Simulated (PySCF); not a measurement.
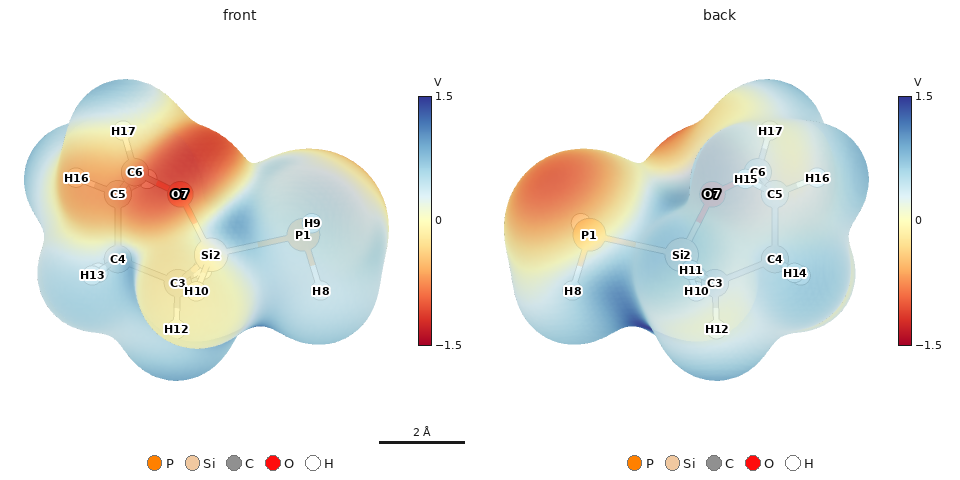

Figure 1: C4H10OPSi (doublet). The molecular electrostatic potential painted on the density surface at 0.002 e/bohr³, seen from the front and from behind; red is negative and blue positive.

Geometry: GFN2-xTB.

Level of theory: UKS B3LYP, pcH-1 on C H O P Si, non-relativistic, mean-field spin-orbit, GIAO in PySCF 2.14.0, density-fitted response routines.

| atom | x (Å) | y (Å) | z (Å) |
| --- | --- | --- | --- |
| P | 2.9862 | 0.1409 | -0.7211 |
| Si | 1.1480 | -0.3332 | 0.4705 |
| C | -0.2104 | -1.1362 | -0.5939 |
| C | -1.5587 | -0.5966 | -0.1235 |
| C | -1.6034 | 0.9351 | -0.1805 |
| C | -0.7000 | 1.5628 | 0.8090 |
| O | 0.5610 | 1.1084 | 0.9659 |
| H | 3.4683 | -1.1539 | -0.6755 |
| H | 3.7227 | 0.5241 | 0.3833 |
| H | 1.3563 | -1.1016 | 1.7078 |
| H | -0.0744 | -0.8918 | -1.6497 |
| H | -0.2051 | -2.2227 | -0.5194 |
| H | -1.7431 | -0.9200 | 0.9028 |
| H | -2.3598 | -0.9993 | -0.7488 |
| H | -1.3232 | 1.2380 | -1.2038 |
| H | -2.6191 | 1.2922 | -0.0011 |
| H | -0.8523 | 2.5658 | 1.1682 |

> Describe the electrostatic potential map.

The most negative region (about −1.2 V) lies over O7, the most positive (about +1.3 V) over Si2. O7 is the likeliest acceptor of a hydrogen bond.
